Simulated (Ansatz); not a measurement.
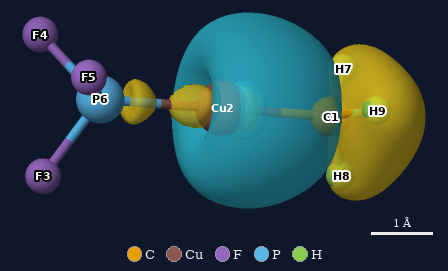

*CH3CuF3P (SMILES [CH3][Cu-][P+](F)(F)F). The HOMO at ±0.1 Å⁻³ᐟ² (yellow and cyan are the two phases), seen at a tilt.*

Geometry: PBE0-D4/def2-SVP.

All numbers below come from isolated molecule in a Gaussian basis; Kohn-Sham density functional theory, functional PBE0 (Ansatz 0.2.0).

```xyz
9

C    -0.2425   -1.7194    1.2702
Cu   -0.0262   -0.1857    0.1373
F    -0.6298    1.6410   -2.4748
F     1.6455    1.8547   -1.7513
F    -0.1021    2.9820   -0.5592
P     0.2188    1.5512   -1.1458
H     0.7253   -2.2080    1.4757
H    -0.9020   -2.4728    0.8064
H    -0.6870   -1.4430    2.2416
```

### Where does this orbital lie, and at what energy?

Its weight (Hirshfeld) is mainly on C1 (about 40 %) and Cu2 (about 40 %). Its energy is −6.54 eV.
